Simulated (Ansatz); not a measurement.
ZnO: response to strain

Base system: ZnO in the wurtzite structure (space group P6_3mc, No. 186; a = 3.2352 Å, c = 5.2114 Å). Axes: x lies along a and z along c of the hexagonal cell.

Strains are applied to the cell and any free atomic positions relax; under biaxial strain the out-of-plane vector relaxes too.

Level of theory: r2SCAN (Ansatz, an electronic-structure program, PAW, without spin-orbit coupling).

Notes on the quantities. pressure: mean of the normal stresses, compression positive.

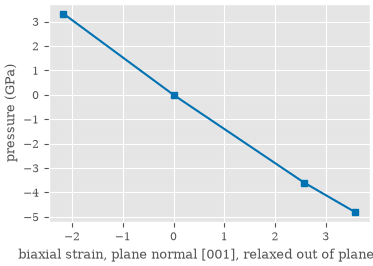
Figure. Pressure against biaxial strain, plane normal [001], relaxed out of plane

```tsv
biaxial strain, plane normal [001], relaxed out of plane (%)	pressure
-2.17	3.33 GPa
2.57	-3.59 GPa
3.58	-4.81 GPa
```

Whether these cells are dynamically stable was not tested.
